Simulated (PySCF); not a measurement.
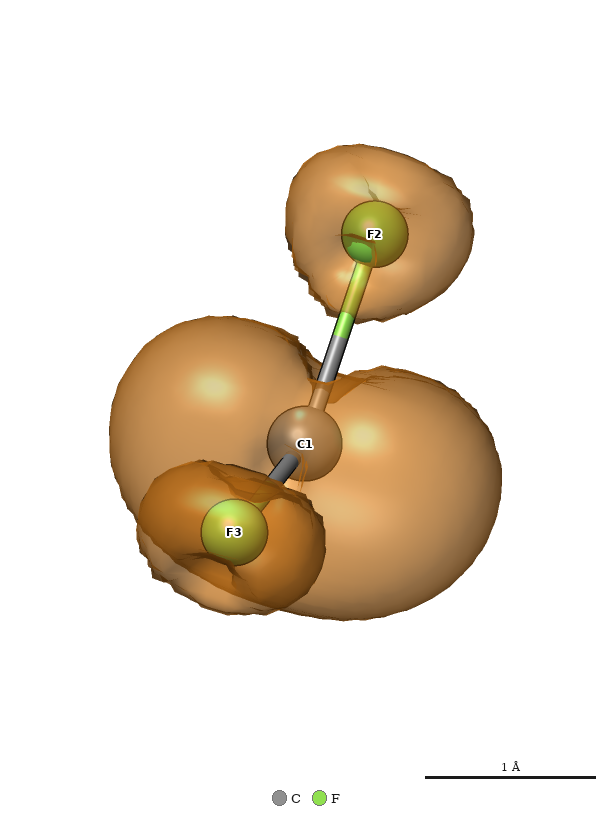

The picture shows: CF2 (SMILES F[C]F) (triplet). Isosurfaces of the spin density at +0.1 (orange) and −0.1 e/Å³ (purple), seen at an oblique angle.

Geometry: PBE0-D3(BJ)/def2-SVP.

Computed with PySCF 2.14.0, density-fitted response routines, UKS B3LYP, IGLO-III on C F, non-relativistic, mean-field spin-orbit, GIAO.

```xyz
3

C     0.1685   -0.4118   -0.0222
F     0.9534    0.6325    0.0107
F    -1.1281   -0.2530    0.0048
```

Where is the unpaired spin?

Answer. The unpaired spin (2 electrons) lies mostly on C1 (about 1.5), F2 (about 0.2) and F3 (about 0.2), in electrons by Hirshfeld's partition. Only one sign reaches the isovalue.
